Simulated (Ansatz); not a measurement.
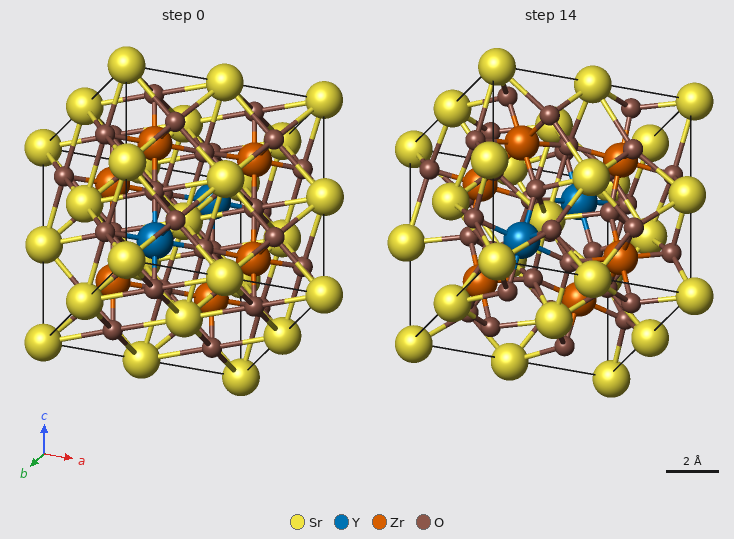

The structure of a defect cell of composition Sr8Y2Zr6O24 before (left) and after (right) a relaxation, at one scale.

A ball-and-stick model of the cell of the calculation, seen from a free direction.

Method: DFT, PBEsol, PAW, plane waves (Ansatz). Settings: plane-wave cutoff 420 eV; k-point mesh 1 × 1 × 1; mesh shifted by (0.25, 0.25, 0.25); collinear spin; atoms relaxed in a fixed cell; force threshold 0.03 eV/Å; at most 80 steps.

Question: What changed between the two?

Answer: The largest moves, 0.56 Å, are those of O atoms. By element the largest moves are O 0.56 Å, Sr 0.25 Å, Zr 0.06 Å, Y 0.02 Å. The lattice vectors keep their values. Some distances before and after: O–Sr 2.906 → 3.593 Å, O–Sr 2.941 → 3.589 Å, O–Sr 2.929 → 3.570 Å, O–Sr 2.875 → 3.514 Å. Among the angles between lasting bonds that change: Y–O–Zr 179.2° → 150.2°, Y–O–Zr 178.3° → 150.0°, Y–O–Zr 179.0° → 151.4°. Over 13 accepted moves (14 points after the start) the energy falls by 4.946 eV per cell of the calculation. Largest force component: 3.7 eV/Å at the start, 0.024 eV/Å at the end. 1 step only repeated the SCF at the same geometry. Cost: 100 s on 12 threads of AMD EPYC 7R43 64-Core Processor, peak memory 1.7 GiB.

Limits of the set-up: the periodic images lie only 8.3 Å apart, so the values are limited by the cell's size.
